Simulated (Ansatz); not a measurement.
## Geometry relaxation of SiH₄Cl₂O (part 2 of 2)

Continued. System: SiH₄Cl₂O. Method: RKS PBE0-D4/def2-TZVP (Ansatz 0.2.0). The geometry is a transition state displaced along its imaginary mode. The reaction was set up to form Si1–O7 and Cl2–H6 and to break Si1–Cl2 and H6–O7 (atoms counted from 1 in the order of the input); sticks are drawn by distance alone.

Geometry of the input (Å):
```
Si 0.1359  0.5397  -0.5247
Cl -0.1074  -2.3553  -0.2843
H  1.4226  0.1754  -1.1588
H  -1.0738  0.2146  -1.3321
Cl 0.0782  2.5320  -0.0879
H  -0.0997  -1.2944  0.6304
O  0.1031  -0.1377  1.0620
H  -0.4588  0.3256  1.6955
```

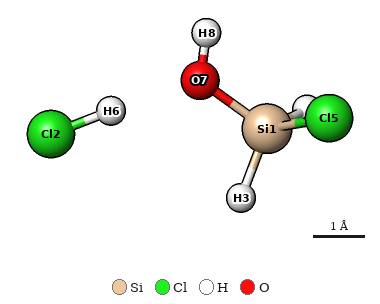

Fig. 1: The geometry at step 22 of the log (ball-and-stick view, seen at a tilt; atoms are numbered from 1 in the order of the input).

Trajectory as extended XYZ, continued:
```
8
Properties=species:S:1:pos:R:3:forces:R:3 step=10 energy=-35026.31438
Si    0.1107    0.8396   -0.5060   -0.0057  -0.0100  -0.0105
Cl   -0.0700   -3.0748    0.0731    0.0125   0.0328   0.0280
H     1.3271    0.3668   -1.1885   -0.0091  -0.0096  -0.0067
H    -1.1225    0.6436   -1.2971    0.0070   0.0135  -0.0075
Cl    0.2701    2.8464   -0.1382    0.0004   0.0147   0.0155
H     0.0493   -1.8884    0.5807   -0.0070  -0.0423  -0.0177
O     0.0453    0.0015    0.9128    0.0028   0.0032   0.0030
H    -0.6099    0.2653    1.5632   -0.0009  -0.0022  -0.0042
8
Properties=species:S:1:pos:R:3:forces:R:3 step=11 energy=-35026.31678
Si    0.1023    0.8528   -0.5141    0.0018   0.0079  -0.0093
Cl   -0.0299   -3.1140    0.1222    0.0074   0.0225   0.0169
H     1.3052    0.3632   -1.2097   -0.0084   0.0027   0.0027
H    -1.1341    0.6971   -1.3110    0.0131   0.0186   0.0147
Cl    0.3044    2.8500   -0.1058   -0.0024  -0.0239  -0.0031
H     0.0543   -1.9059    0.5808   -0.0018  -0.0207  -0.0032
O     0.0231   -0.0068    0.8911   -0.0277   0.0110  -0.0014
H    -0.6252    0.2634    1.5467    0.0180  -0.0181  -0.0175
8
Properties=species:S:1:pos:R:3:forces:R:3 step=12 energy=-35026.31953
Si    0.0898    0.8711   -0.5285   -0.0123   0.0432  -0.0201
Cl    0.0267   -3.1647    0.2013    0.0096   0.0841   0.0343
H     1.2750    0.3634   -1.2426   -0.0219   0.0031   0.0043
H    -1.1553    0.7909   -1.3270    0.0481  -0.0025   0.0374
Cl    0.3588    2.8493   -0.0601   -0.0001  -0.0602  -0.0047
H     0.0715   -1.9290    0.5931   -0.0064  -0.0759  -0.0252
O    -0.0149   -0.0287    0.8499   -0.0204   0.0342  -0.0296
H    -0.6514    0.2475    1.5140    0.0035  -0.0261   0.0036
8
Properties=species:S:1:pos:R:3:forces:R:3 step=13 energy=-35026.32021
Si    0.0705    0.9019   -0.5488   -0.0096   0.0560  -0.0240
Cl    0.1147   -3.2272    0.3237   -0.0008   0.2317   0.0540
H     1.2234    0.3620   -1.2948   -0.0363   0.0360   0.0168
H    -1.1837    0.9130   -1.3474    0.1230   0.0248   0.1073
Cl    0.4482    2.8437    0.0147   -0.0427  -0.1816  -0.0585
H     0.0910   -1.9555    0.6020    0.0040  -0.2097  -0.0475
O    -0.0685   -0.0563    0.7883   -0.0462   0.0855  -0.0586
H    -0.6954    0.2184    1.4624    0.0086  -0.0427   0.0105
8
Properties=species:S:1:pos:R:3:forces:R:3 step=14 energy=-35026.32300
Si    0.0736    0.8959   -0.5509   -0.0558   0.0691   0.0049
Cl    0.1284   -3.2165    0.3314    0.0010   0.0260   0.0083
H     1.2224    0.3553   -1.3003   -0.0262   0.0138   0.0111
H    -1.1829    0.9313   -1.3374    0.0767  -0.0246   0.0379
Cl    0.4497    2.8323    0.0140    0.0112  -0.0850  -0.0208
H     0.0867   -1.9502    0.6011    0.0051  -0.0223  -0.0025
O    -0.0758   -0.0620    0.7840   -0.0198   0.0566  -0.0418
H    -0.7021    0.2138    1.4581    0.0078  -0.0336   0.0029
8
Properties=species:S:1:pos:R:3:forces:R:3 step=15 energy=-35026.32431
Si    0.0574    0.9046   -0.5382    0.0221  -0.0800  -0.1200
Cl    0.2115   -3.1869    0.3545    0.0075   0.0179   0.0010
H     1.1559    0.2884   -1.3011    0.0231   0.0295  -0.0072
H    -1.1984    0.9989   -1.3095   -0.0420   0.0121   0.0029
Cl    0.5624    2.8080    0.0005    0.0251   0.0562   0.0402
H     0.1412   -1.9140    0.5874   -0.0047  -0.0350   0.0119
O    -0.1229   -0.0575    0.7847   -0.0181  -0.0102   0.0467
H    -0.8069    0.1584    1.4218   -0.0129   0.0097   0.0244
8
Properties=species:S:1:pos:R:3:forces:R:3 step=16 energy=-35026.32637
Si    0.0527    0.9066   -0.5529    0.0407  -0.0118  -0.0151
Cl    0.2276   -3.2065    0.3758    0.0007   0.0299   0.0099
H     1.1609    0.3116   -1.3206   -0.0246   0.0017  -0.0059
H    -1.2064    1.0196   -1.3194    0.0020   0.0026  -0.0002
Cl    0.5673    2.7999    0.0269   -0.0039   0.0143   0.0085
H     0.1266   -1.9357    0.6094    0.0061  -0.0340  -0.0075
O    -0.1339   -0.0674    0.7626   -0.0675   0.0118   0.0532
H    -0.7948    0.1718    1.4184    0.0464  -0.0146  -0.0428
8
Properties=species:S:1:pos:R:3:forces:R:3 step=17 energy=-35026.32650
Si    0.0517    0.9051   -0.5522    0.0373  -0.0108  -0.0144
Cl    0.2337   -3.2051    0.3730    0.0018   0.0270   0.0079
H     1.1586    0.3063   -1.3183   -0.0210   0.0002  -0.0074
H    -1.2059    1.0215   -1.3201   -0.0013   0.0033  -0.0030
Cl    0.5708    2.7973    0.0270   -0.0022   0.0162   0.0094
H     0.1282   -1.9348    0.6065    0.0029  -0.0313  -0.0026
O    -0.1398   -0.0673    0.7637   -0.0487   0.0094   0.0383
H    -0.7971    0.1770    1.4205    0.0312  -0.0141  -0.0282
8
Properties=species:S:1:pos:R:3:forces:R:3 step=18 energy=-35026.32762
Si    0.0385    0.9105   -0.5596   -0.0186   0.0357   0.0273
Cl    0.3328   -3.2104    0.4137   -0.0176   0.1360   0.0240
H     1.1079    0.2670   -1.3445   -0.0225   0.0256   0.0145
H    -1.2167    1.1099   -1.3191    0.0408  -0.0015   0.0127
Cl    0.6510    2.7673    0.0606   -0.0156  -0.0851  -0.0246
H     0.1448   -1.9411    0.6175    0.0185  -0.1276  -0.0172
O    -0.2048   -0.0798    0.7358    0.0036   0.0203  -0.0218
H    -0.8532    0.1766    1.3958    0.0113  -0.0032  -0.0150
8
Properties=species:S:1:pos:R:3:forces:R:3 step=19 energy=-35026.32855
Si    0.0272    0.9116   -0.5633   -0.0003   0.0191   0.0330
Cl    0.3858   -3.2035    0.4373   -0.0181   0.1057   0.0164
H     1.0812    0.2542   -1.3565   -0.0262   0.0061   0.0060
H    -1.2229    1.1516   -1.3197    0.0424   0.0056   0.0193
Cl    0.6984    2.7399    0.0776   -0.0316  -0.0636  -0.0177
H     0.1516   -1.9398    0.6203    0.0187  -0.1003  -0.0082
O    -0.2409   -0.0888    0.7196    0.0215   0.0263  -0.0500
H    -0.8804    0.1748    1.3848   -0.0064   0.0011   0.0011
8
Properties=species:S:1:pos:R:3:forces:R:3 step=20 energy=-35026.32985
Si    0.0174    0.9158   -0.5736   -0.0606   0.0178   0.0512
Cl    0.4483   -3.1982    0.4887   -0.0099   0.0513   0.0097
H     1.0405    0.2416   -1.3911   -0.0065   0.0009   0.0061
H    -1.2264    1.2253   -1.3162    0.0485  -0.0154   0.0215
Cl    0.7495    2.7024    0.1124   -0.0080  -0.0448  -0.0128
H     0.1661   -1.9413    0.6362    0.0117  -0.0508  -0.0065
O    -0.2829   -0.1068    0.6852    0.0167   0.0406  -0.0529
H    -0.9124    0.1611    1.3586    0.0082   0.0004  -0.0161
8
Properties=species:S:1:pos:R:3:forces:R:3 step=21 energy=-35026.33055
Si    0.0019    0.9252   -0.5840   -0.0307  -0.0085   0.0526
Cl    0.5144   -3.1938    0.5526   -0.0155   0.0676   0.0087
H     0.9933    0.2347   -1.4269   -0.0049   0.0092   0.0033
H    -1.2328    1.2999   -1.3140    0.0609  -0.0062   0.0481
Cl    0.8131    2.6583    0.1522   -0.0372  -0.0624  -0.0302
H     0.1854   -1.9427    0.6475    0.0162  -0.0648  -0.0080
O    -0.3281   -0.1251    0.6450    0.0018   0.0690  -0.0618
H    -0.9471    0.1434    1.3278    0.0094  -0.0038  -0.0127
8
Properties=species:S:1:pos:R:3:forces:R:3 step=22 energy=-35026.33102
Si   -0.0014    0.9253   -0.5876   -0.0255   0.0107   0.0553
Cl    0.5390   -3.1911    0.5780   -0.0169   0.0599   0.0034
H     0.9805    0.2315   -1.4392   -0.0120   0.0104   0.0040
H    -1.2321    1.3290   -1.3065    0.0439  -0.0238   0.0255
Cl    0.8279    2.6437    0.1618   -0.0192  -0.0570  -0.0198
H     0.1854   -1.9452    0.6447    0.0187  -0.0569   0.0002
O    -0.3428   -0.1324    0.6314    0.0113   0.0607  -0.0692
H    -0.9564    0.1392    1.3175   -0.0002  -0.0041   0.0007
8
Properties=species:S:1:pos:R:3:forces:R:3 step=23 energy=-35026.33153
Si   -0.0060    0.9277   -0.5911    0.0011  -0.0084   0.0314
Cl    0.5612   -3.1867    0.6021   -0.0148   0.0491   0.0022
H     0.9647    0.2321   -1.4540   -0.0131   0.0095   0.0045
H    -1.2323    1.3540   -1.3007    0.0168  -0.0113   0.0084
Cl    0.8478    2.6244    0.1754   -0.0100  -0.0308  -0.0090
H     0.1903   -1.9453    0.6488    0.0173  -0.0470   0.0004
O    -0.3586   -0.1397    0.6149    0.0083   0.0464  -0.0478
H    -0.9671    0.1334    1.3048   -0.0056  -0.0074   0.0099
8
Properties=species:S:1:pos:R:3:forces:R:3 step=24 energy=-35026.33206
Si   -0.0146    0.9308   -0.5978    0.0095  -0.0030   0.0068
Cl    0.6014   -3.1764    0.6447   -0.0049   0.0249   0.0012
H     0.9326    0.2298   -1.4822   -0.0066   0.0091   0.0073
H    -1.2325    1.4022   -1.2919    0.0088  -0.0009   0.0052
Cl    0.8872    2.5863    0.2025   -0.0104  -0.0258  -0.0116
H     0.2072   -1.9424    0.6581    0.0052  -0.0243   0.0000
O    -0.3905   -0.1528    0.5850   -0.0017   0.0362  -0.0161
H    -0.9907    0.1223    1.2817    0.0000  -0.0162   0.0072
8
Properties=species:S:1:pos:R:3:forces:R:3 step=25 energy=-35026.33232
Si   -0.0273    0.9341   -0.6067    0.0268   0.0194  -0.0051
Cl    0.6659   -3.1576    0.7009   -0.0222   0.0617  -0.0001
H     0.8912    0.2280   -1.5172   -0.0151   0.0056   0.0056
H    -1.2327    1.4693   -1.2791    0.0295  -0.0096   0.0211
Cl    0.9433    2.5309    0.2345   -0.0311  -0.0377  -0.0194
H     0.2179   -1.9413    0.6696    0.0229  -0.0554  -0.0018
O    -0.4344   -0.1700    0.5462   -0.0189   0.0388   0.0011
H    -1.0237    0.1065    1.2519    0.0081  -0.0227  -0.0014
8
Properties=species:S:1:pos:R:3:forces:R:3 step=26 energy=-35026.33252
Si   -0.0265    0.9328   -0.6072   -0.0092   0.0068   0.0019
Cl    0.6729   -3.1521    0.7062   -0.0133   0.0405  -0.0014
H     0.8843    0.2220   -1.5214   -0.0009   0.0098   0.0096
H    -1.2286    1.4770   -1.2765    0.0168  -0.0091   0.0086
Cl    0.9459    2.5241    0.2391   -0.0064  -0.0266  -0.0135
H     0.2209   -1.9382    0.6671    0.0127  -0.0361   0.0018
O    -0.4410   -0.1718    0.5428   -0.0077   0.0354  -0.0052
H    -1.0278    0.1061    1.2501    0.0080  -0.0207  -0.0018
8
Properties=species:S:1:pos:R:3:forces:R:3 step=27 energy=-35026.33270
Si   -0.0291    0.9314   -0.6077   -0.0028  -0.0214   0.0039
Cl    0.6847   -3.1420    0.7110   -0.0003   0.0054  -0.0013
H     0.8785    0.2183   -1.5225   -0.0030   0.0020   0.0004
H    -1.2267    1.4852   -1.2747    0.0009  -0.0022  -0.0011
Cl    0.9557    2.5107    0.2422    0.0066   0.0056   0.0038
H     0.2223   -1.9334    0.6650    0.0004  -0.0048   0.0035
O    -0.4509   -0.1742    0.5387   -0.0050   0.0322  -0.0107
H    -1.0344    0.1040    1.2483    0.0032  -0.0169   0.0017
8
Properties=species:S:1:pos:R:3:forces:R:3 step=28 energy=-35026.33289
Si   -0.0347    0.9305   -0.6106   -0.0005  -0.0235   0.0038
Cl    0.7196   -3.1227    0.7306   -0.0018   0.0070  -0.0003
H     0.8561    0.2109   -1.5367    0.0002   0.0028   0.0003
H    -1.2224    1.5154   -1.2686    0.0000   0.0028   0.0015
Cl    0.9845    2.4783    0.2572   -0.0003  -0.0014   0.0004
H     0.2274   -1.9265    0.6707    0.0028  -0.0067   0.0005
O    -0.4768   -0.1822    0.5212   -0.0004   0.0300  -0.0087
H    -1.0535    0.0963    1.2361    0.0000  -0.0111   0.0024
8
Properties=species:S:1:pos:R:3:forces:R:3 step=29 energy=-35026.33250 accepted=F
Si   -0.0486    0.9256   -0.6181   -0.0004   0.0126   0.0370
Cl    0.8051   -3.0731    0.7774   -0.0487   0.1008  -0.0076
H     0.8033    0.1900   -1.5692   -0.0092   0.0168   0.0074
H    -1.2107    1.5898   -1.2522    0.0415  -0.0196   0.0248
Cl    1.0528    2.3962    0.2927   -0.0489  -0.0622  -0.0354
H     0.2410   -1.9074    0.6807    0.0463  -0.0951   0.0054
O    -0.5414   -0.2007    0.4806    0.0180   0.0473  -0.0257
H    -1.1014    0.0794    1.2082    0.0015  -0.0007  -0.0059
8
Properties=species:S:1:pos:R:3:forces:R:3 step=30 energy=-35026.33301
Si   -0.0408    0.9274   -0.6140   -0.0055  -0.0127   0.0165
Cl    0.7578   -3.0994    0.7497   -0.0057   0.0150  -0.0003
H     0.8329    0.2006   -1.5508   -0.0027   0.0036   0.0005
H    -1.2167    1.5485   -1.2612    0.0082  -0.0045   0.0042
Cl    1.0145    2.4408    0.2727   -0.0056  -0.0096  -0.0047
H     0.2339   -1.9170    0.6756    0.0061  -0.0150  -0.0001
O    -0.5058   -0.1902    0.5040    0.0051   0.0282  -0.0153
H    -1.0756    0.0893    1.2240    0.0000  -0.0050  -0.0007
8
Properties=species:S:1:pos:R:3:forces:R:3 step=31 energy=-35026.33305
Si   -0.0438    0.9258   -0.6150   -0.0059  -0.0143   0.0186
Cl    0.7780   -3.0857    0.7586   -0.0078   0.0180  -0.0009
H     0.8206    0.1948   -1.5570   -0.0015   0.0032   0.0002
H    -1.2131    1.5638   -1.2577    0.0082  -0.0026   0.0057
Cl    1.0303    2.4209    0.2803   -0.0087  -0.0109  -0.0059
H     0.2363   -1.9118    0.6766    0.0081  -0.0181   0.0007
O    -0.5210   -0.1939    0.4959    0.0083   0.0261  -0.0171
H    -1.0873    0.0860    1.2185   -0.0006  -0.0014  -0.0014
8
Properties=species:S:1:pos:R:3:forces:R:3 step=32 energy=-35026.33307
Si   -0.0445    0.9244   -0.6154   -0.0098  -0.0102   0.0191
Cl    0.7860   -3.0798    0.7614   -0.0048   0.0102  -0.0008
H     0.8163    0.1919   -1.5593   -0.0005   0.0015  -0.0002
H    -1.2109    1.5696   -1.2555    0.0028  -0.0034   0.0001
Cl    1.0351    2.4133    0.2826   -0.0007  -0.0049  -0.0019
H     0.2366   -1.9100    0.6764    0.0053  -0.0107   0.0012
O    -0.5265   -0.1949    0.4935    0.0084   0.0172  -0.0159
H    -1.0920    0.0854    1.2165   -0.0006   0.0004  -0.0015
8
Properties=species:S:1:pos:R:3:forces:R:3 step=33 energy=-35026.33309
Si   -0.0460    0.9238   -0.6153    0.0021  -0.0108   0.0049
Cl    0.7935   -3.0743    0.7638    0.0005  -0.0018   0.0002
H     0.8118    0.1906   -1.5613   -0.0009  -0.0021  -0.0021
H    -1.2098    1.5739   -1.2541   -0.0030   0.0037  -0.0004
Cl    1.0419    2.4046    0.2849    0.0008   0.0063   0.0022
H     0.2380   -1.9079    0.6774    0.0001   0.0008   0.0002
O    -0.5316   -0.1954    0.4911    0.0012   0.0028  -0.0044
H    -1.0976    0.0845    1.2137   -0.0009   0.0010  -0.0006
8
Properties=species:S:1:pos:R:3:forces:R:3 step=34 energy=-35026.33309
Si   -0.0457    0.9239   -0.6153   -0.0026  -0.0021  -0.0009
Cl    0.7936   -3.0748    0.7647    0.0006  -0.0012   0.0004
H     0.8106    0.1903   -1.5625    0.0019   0.0001   0.0004
H    -1.2094    1.5752   -1.2534   -0.0018   0.0019  -0.0002
Cl    1.0419    2.4048    0.2854    0.0014   0.0006   0.0004
H     0.2391   -1.9080    0.6781   -0.0005   0.0003  -0.0003
O    -0.5318   -0.1956    0.4903    0.0016  -0.0005   0.0006
H    -1.0983    0.0841    1.2127   -0.0007   0.0008  -0.0005
```

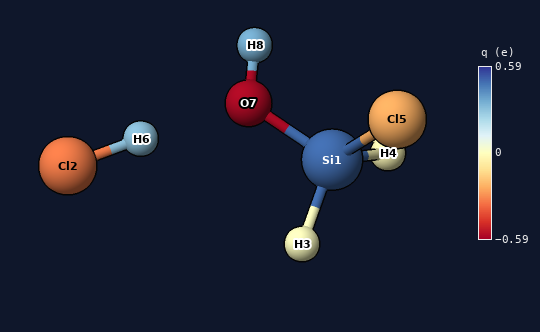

Fig. 2: Mulliken charges, as the colour of each atom (ball-and-stick view, seen at a tilt; atoms are numbered from 1 in the order of the input). By element: Si +0.48, Cl −0.32 to −0.23, H −0.02 to +0.34 and O −0.56 e.

Summary:

```json
{"quantity": "outcome", "value": "converged"}
{"quantity": "total energy", "value": "−35026.3331 eV"}
{"quantity": "mean-field energy", "value": "−35026.1997 eV"}
{"quantity": "dispersion energy", "value": "−0.1335 eV"}
{"quantity": "SCF solution under orbital rotations", "value": "stable"}
{"quantity": "largest force (length of the vector) at the end", "value": "0.003 eV/Å"}
{"quantity": "dipole moment", "value": "3.02 D"}
{"quantity": "hardware", "value": "4 threads of Intel Xeon @ 2.50GHz, 180 GiB of memory available, shared host"}
{"quantity": "wall time", "value": "2.1 min (CPU time 7.3 min)"}
{"quantity": "peak memory", "value": "0.42 GiB"}
```
